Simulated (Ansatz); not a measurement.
**ClH4O2PSi···H2: density, localisation and related maps**

Input file:

```
crystal:
  periodic: [false, false, false]
  atoms:
    - { symbol: Si, position_ang: [0.0, 0.0, 0.0] }
    - { symbol: H, position_ang: [0.0, 0.0, 1.81] }
    - { symbol: O, position_ang: [1.5842, 0.0, -0.5594] }
    - { symbol: H, position_ang: [1.9006, -0.9521, -0.6761] }
    - { symbol: O, position_ang: [-0.7913, 1.3709, -0.5594] }
    - { symbol: H, position_ang: [-1.7491, 1.1401, -0.7818] }
    - { symbol: Cl, position_ang: [-1.0032, -1.7381, -0.7093] }
    - { symbol: P, position_ang: [1.3006, 1.9614, 0.782] }
    - { symbol: H, position_ang: [2.3929, 1.5203, 1.5749] }
    - { symbol: H, position_ang: [1.7909, 2.6825, -0.3388] }
    - { symbol: H, position_ang: [0.5245, 0.791, 1.8858] }
basis:
  gaussian: { orbitals: def2-SVP }
hamiltonian:
  xc: cam_b3lyp
  dispersion: d4
relax:
  f_tol: 0.15
  max_steps: 25
  restrain:
    - { distance: [0, 7], at: 2.18, k: 30.0 }
    - { distance: [10, 1], at: 0.66, k: 30.0 }
    - { distance: [0, 1], at: 2.66, k: 30.0 }
    - { distance: [10, 7], at: 2.62, k: 30.0 }
output:
  orbitals: {}
```

Launched as:

```sh
ansatz run input.yaml --threads 4 --pin off --max-ram 5120MiB --backend cpu --events-out ev --progress --plain --runs-dir out
```

The fields are those of the run's last geometry, not of the input's.

Not at a stationary point (largest force 1.7 eV/Å).

Level of theory: RKS CAM-B3LYP-D4/def2-SVP (Ansatz).

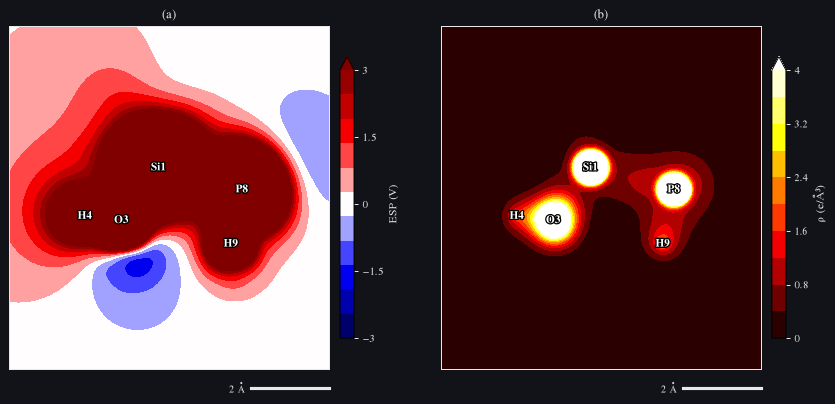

Figure 1. (a) electrostatic potential; (b) electron density on the plane of atoms O3, Si1 and P8.

Q: Read the bonding off the picture.

A: The plane passes through Si, O, H and P nuclei.
Si1···H9 (2.68 Å): the density falls to about 0.32 e/Å³ on the way.
Si–O (1.65 Å): ρ is about 1.1 e/Å³ halfway.
Si–P (2.20 Å): ρ is about 0.83 e/Å³ halfway.
O–H (0.97 Å): ρ is about 3.6 e/Å³ halfway.
P–H (1.42 Å): the density is about 1 e/Å³ at the midpoint.
Outside the dense part of the complex the potential is most negative (−1.6 V) near O3.

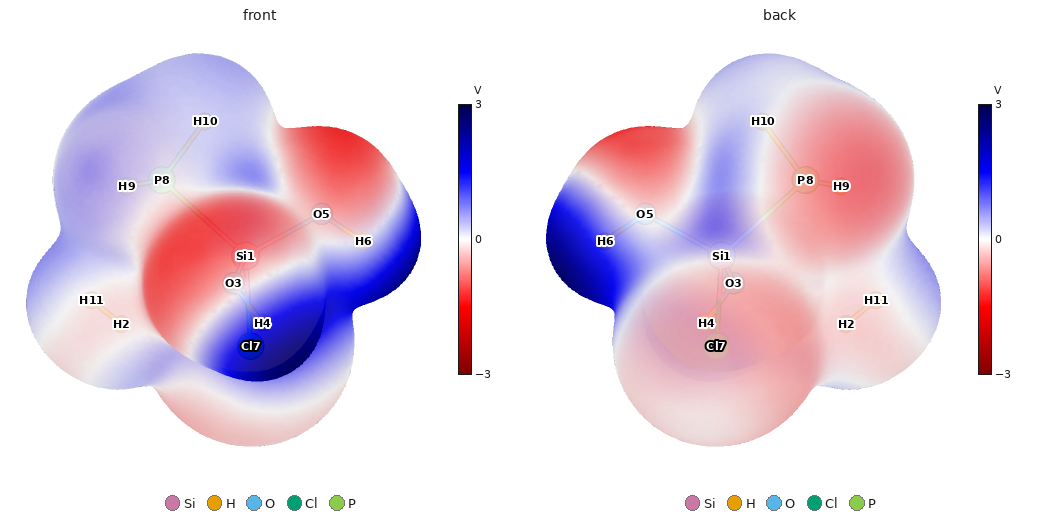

Figure 2. The molecular electrostatic potential painted on the density surface at 0.002 e/bohr³, seen from the front and from behind; the colour scale runs from red (negative) to blue (positive).

Q: Which sites attract a positive test charge, and which a negative one?

A: A positive charge is drawn to the negative regions and a negative charge to the positive ones. The most negative region (about −1.2 V) lies over O3 and O5, the most positive (about +2.7 V) over H4 and H6.

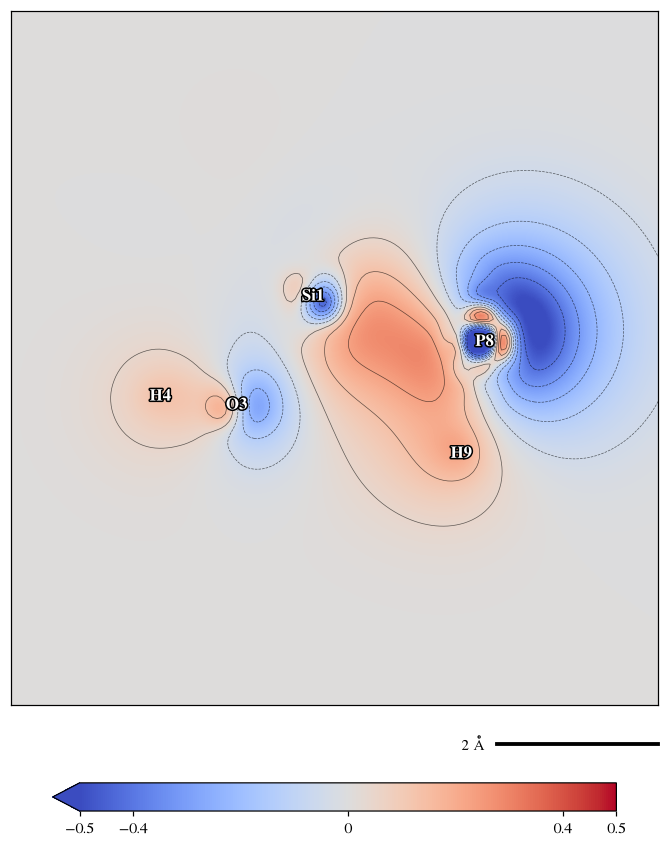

Figure 3. The HOMO on the plane of atoms O3, Si1 and P8 (values in Å⁻³ᐟ²; the overall sign is arbitrary).

Q: What is the character of this orbital?

A: It lies mainly on P8 (about 75 %) and Si1 (about 10 %); largely a lone pair of P8. Its energy is −9.07 eV.
